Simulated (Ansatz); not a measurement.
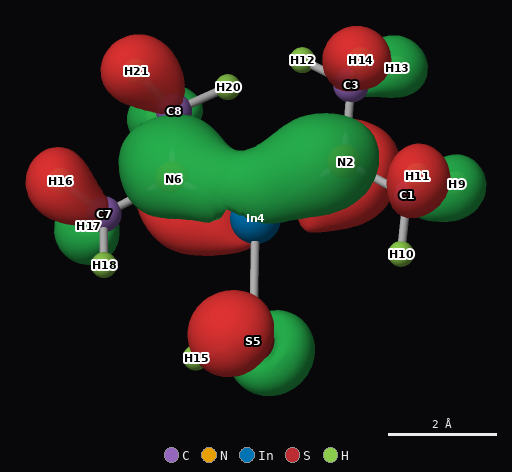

Figure 1: C₄H₁₃InN₂S. The HOMO−1 at ±0.08 Å⁻³ᐟ² (green and red are the two phases), seen at a tilt.

Geometry: PBE0-D4/def2-TZVP; core potentials replace the inner electrons of In.

All numbers below come from RKS PBE0-D4/def2-TZVPP in Ansatz.

Input

```
crystal:
  periodic: [false, false, false]
  atoms:
    - {symbol: C, position_ang: [1.112352, -1.115310, -2.711564]}
    - {symbol: N, position_ang: [0.926212, -0.862481, -1.307680]}
    - {symbol: C, position_ang: [1.852950, -1.587133, -0.481883]}
    - {symbol: In, position_ang: [-0.618292, 0.223713, -0.627289]}
    - {symbol: S, position_ang: [-2.261828, 0.855857, -2.237252]}
    - {symbol: N, position_ang: [-0.793843, 0.840828, 1.276150]}
    - {symbol: C, position_ang: [-2.017644, 1.373474, 1.808945]}
    - {symbol: C, position_ang: [0.246975, 0.737775, 2.262530]}
    - {symbol: H, position_ang: [2.121119, -0.822704, -3.042640]}
    - {symbol: H, position_ang: [0.396713, -0.551807, -3.315254]}
    - {symbol: H, position_ang: [0.989176, -2.181745, -2.959356]}
    - {symbol: H, position_ang: [1.664668, -1.414575, 0.579717]}
    - {symbol: H, position_ang: [2.895021, -1.293696, -0.685748]}
    - {symbol: H, position_ang: [1.788110, -2.674079, -0.651158]}
    - {symbol: H, position_ang: [-2.835088, 1.752936, -1.418109]}
    - {symbol: H, position_ang: [-2.417363, 0.750483, 2.625099]}
    - {symbol: H, position_ang: [-1.876339, 2.386636, 2.217519]}
    - {symbol: H, position_ang: [-2.792774, 1.433802, 1.040853]}
    - {symbol: H, position_ang: [0.450247, 1.713478, 2.731536]}
    - {symbol: H, position_ang: [1.184455, 0.394004, 1.820570]}
    - {symbol: H, position_ang: [-0.014834, 0.040544, 3.075005]}
basis:
  gaussian: {orbitals: def2-TZVPP}
hamiltonian: {xc: pbe0, dispersion: d4}
output: {orbitals: {seedname: orbitals}}
```

Run with:

```sh
ansatz run in.yaml --threads 4 --pin off --events-out ev --progress --plain --max-ram 66560MiB --backend cuda --devices 0, --max-vram 37GiB
```

**Describe this orbital and give its energy.**

By Hirshfeld shares it lies mainly on N6 (about 25 %), N2 (about 20 %), In4 (about 10 %) and S5 (about 10 %). Its energy is −6.27 eV.
